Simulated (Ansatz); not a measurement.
**ScAl3: x(K) = 0.667, 12 atoms, P4/mmm**

The reference is ScAl₃ in the Cu3Au type structure (space group Pm-3m, No. 221; a = 4.072 Å).

The other end (x = 1) is KAl3 in the Cu3Au type structure (space group Pm-3m, No. 221; a hypothetical phase, not in the database extracts checked): 22.00 Å³/atom, gap zero; this end may not be an ambient phase.

It is then changed as follows: a fraction x = 0.667 of the Sc sites is given to K, ordered in a cell of 12 atoms (starting symmetry P4/mmm) and fully relaxed.

Computed with PBEsol, PAW, 420 eV (Ansatz, a first-principles code; scalar-relativistic without spin-orbit coupling). k-mesh 12×12×3 (Γ-centred); smearing 0.05 eV (Fermi–Dirac), for the changed cell.

The density drops by 0.983 g/cm³, from 3.10 g/cm³ to 2.11 g/cm³ and the shortest interatomic distance decreases by 0.218 Å, from 2.879 Å to 2.661 Å. The band gap remains zero and the mixing energy amounts to -0.10 eV/atom (to 0.01 eV only: unlike meshes or grids) (against an end that may be hypothetical). The deviation of the volume from the linear (Vegard-type) interpolation comes out as +18.0 %.

Final structure:

```yaml
crystal:
  lattice:
    - [4.02709, 0.00000, 0.00000]
    - [0.00000, 4.02709, 0.00000]
    - [0.00000, 0.00000, 17.72394]
  atoms:
    - { symbol: Al, position: [0.00000, 0.50000, 0.11614] }
    - { symbol: Al, position: [0.00000, 0.50000, 0.50000] }
    - { symbol: Al, position: [0.00000, 0.50000, 0.88386] }
    - { symbol: Al, position: [0.50000, 0.50000, 0.00000] }
    - { symbol: Al, position: [0.50000, 0.50000, 0.40187] }
    - { symbol: Al, position: [0.50000, 0.50000, 0.59813] }
    - { symbol: Al, position: [0.50000, 0.00000, 0.11614] }
    - { symbol: Al, position: [0.50000, 0.00000, 0.50000] }
    - { symbol: Al, position: [0.50000, 0.00000, 0.88386] }
    - { symbol: Sc, position: [0.00000, 0.00000, 0.00000] }
    - { symbol: K, position: [0.00000, 0.00000, 0.28747] }
    - { symbol: K, position: [0.00000, 0.00000, 0.71253] }
```

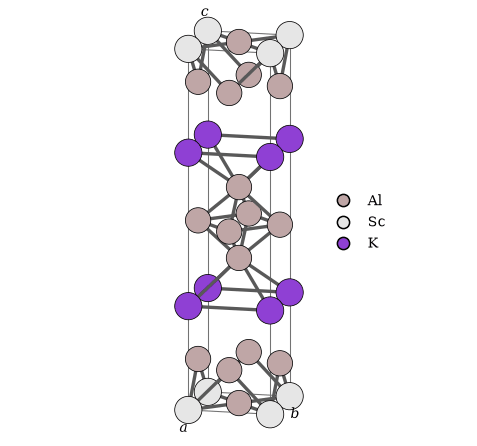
Figure: The relaxed conventional cell after the change

These are small ordered cells, not random alloys; other orderings at the same x differ. No phonon test of stability was made. All final runs are without spin polarisation. K2ScAl9 has a high density of states at the Fermi level and may be magnetic at this level. Under x(K) = 0.667, 12 atoms, P4/mmm the cell changed shape so far that it is another structure.
